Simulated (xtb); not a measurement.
# Run report: SnNH$_{3}$ClF, geometry relaxation (part 4 of 4)

Continued. System: SnNH$_{3}$ClF, SMILES [NH2][SnH]([F])[Cl]. Method: GFN2-xTB (xtb 6.7.1 later snapshot). The geometry comes from this level: PBE0-D4/def2-TZVP.

Geometry of the input (Å):
```
N  -0.6481  1.1125  0.2943
Sn 0.5074  -0.5008  0.0797
F  0.9696  -0.7354  -1.7689
Cl -0.8176  -2.3107  0.6125
H  -1.6063  0.9393  0.0170
H  -0.3135  1.9253  -0.2083
H  1.9698  -0.4982  0.9280
```

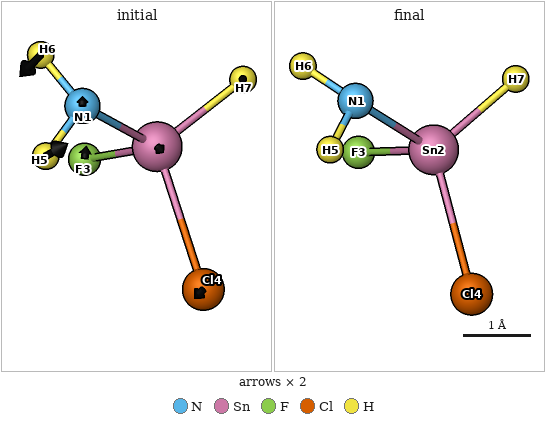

**Figure 1.** Before (left) and after (right) the relaxation, at one scale (ball-and-stick view, seen at a tilt). The black arrows give the displacements, magnified 2 times. The atom that moves furthest after the best rigid fit is H6 (0.29 Å). Largest moves by element: H 0.29 Å, Cl 0.11 Å, F 0.10 Å, Sn 0.08 Å, N 0.08 Å. Among the contacts that change: Sn2–F3 1.920 → 1.969 Å, Sn2–Cl4 2.305 → 2.276 Å, N1–Sn2 1.996 → 2.015 Å, Sn2–H7 1.691 → 1.684 Å. Among the angles that change: Cl4–Sn2–H7 112.5° → 117.7°, N1–Sn2–Cl4 106.1° → 110.7°, N1–Sn2–F3 110.0° → 105.8°. Over 16 geometry steps the energy falls by 4.44 kJ/mol. (Atoms are counted from 1 in the order of the input.)

## Key numbers

```csv
quantity,value
outcome,converged
electrons treated,26
total energy,−15.872290 hartree
dispersion energy,−0.004012 hartree
basis functions,31
HOMO,−11.57 eV
LUMO,−7.88 eV
dipole moment,2.61 D
peak memory,0.073 GiB
```
